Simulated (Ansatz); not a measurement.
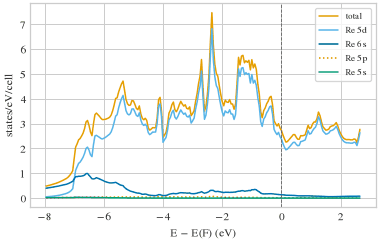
*Total and projected density of states of Re (dhcp (α-La type), P6_3/mmc), r²SCAN (plane waves, PAW; program Ansatz)*

Question: Which orbitals carry the states next to the Fermi level?

Answer: Within 0.5 eV of the Fermi level: Re 5d 88 %, outside the projected shells 6 %. Projections are on Löwdin-orthogonalised atomic valence shells; empty p or d shells of many metals are not among them.

Question: Where is the tallest occupied peak in this window, and what makes it?

Answer: Near -2.4 eV, about 7.5 states/eV per cell; the largest projected share is Re 5d.

The first step of the workflow began from a Materials Project structure, measured or hypothetical. Its sites differ from those of the usual phase in this space group: another stacking or structure type. The cell was relaxed with r²SCAN under the symmetry of its start; whether a distortion lowers the energy is not shown. The run is not spin-polarised. Scalar-relativistic: spin–orbit coupling is off unless named, which matters more the heavier the elements.

Potentials: the earlier of the program's two PAW sets.
